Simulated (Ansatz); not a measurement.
**C: response to strain**

Start from C in the diamond structure (space group Fd-3m, No. 227; a = 3.560 Å). Axes: x, y, z lie along the cube axes.

Strains are applied to the cell and any free atomic positions relax.

The values are results of Ansatz (an electronic-structure program), r2SCAN, PAW, cutoff 500 eV, scalar-relativistic without spin-orbit coupling, not measurements.

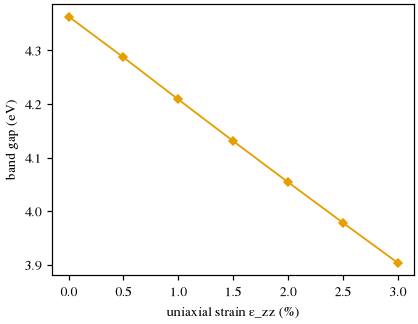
Band gap against uniaxial strain ε_zz

Q: From the plot, what is the band gap for uniaxial strain ε_zz = +2.00 %?

A: About 4.05 eV.

Q: Is the trend monotonic over the range shown?

A: Yes, it falls throughout, spanning 3.90 eV to 4.36 eV.

No phonon test of stability was made.
